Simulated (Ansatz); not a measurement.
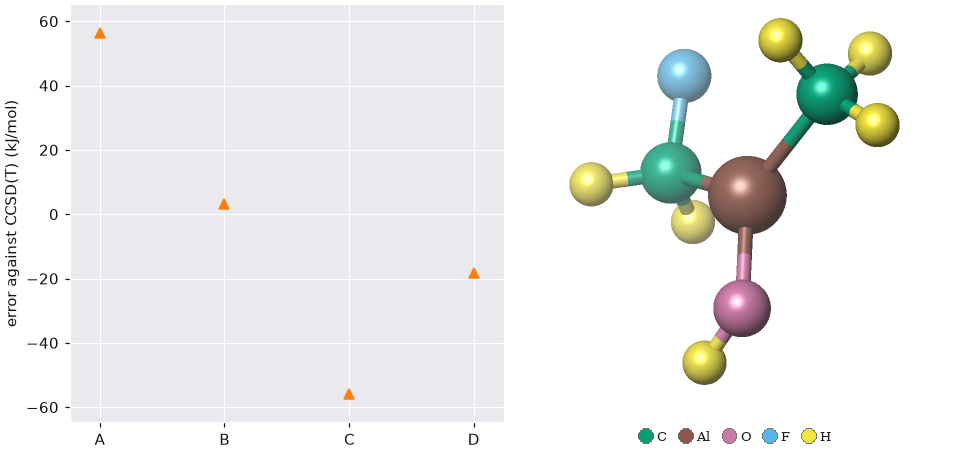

Error in the electronic atomisation energy (method less reference, so positive means overbinding) of C₂H₆AlFO, SMILES [CH3][Al]([OH])[CH2]F, singlet: functionals in def2-TZVPP against frozen-core CCSD(T) at the limit (MP2 extrapolated from triple and quadruple zeta, plus CCSD(T) less MP2 in a smaller set), which gives 4086.8 kJ/mol, at a PBE0-D4/def2-TZVP geometry (no frequency check), no zero-point or spin-orbit term, the Ansatz code 0.2.0. The reference leaves out core correlation, a term that grows with the number of heavy atoms. Limit means the basis limit.

### The letters stand for B3LYP-D4, CCSD limit, PBE-D4 and r2SCAN-D4. Which is which?

A: PBE-D4 (56.3 kJ/mol); B: r2SCAN-D4 (3.2 kJ/mol); C: CCSD limit (−55.8 kJ/mol); D: B3LYP-D4 (−18.4 kJ/mol).

Limits of at least one run: one conformer of a flexible molecule.
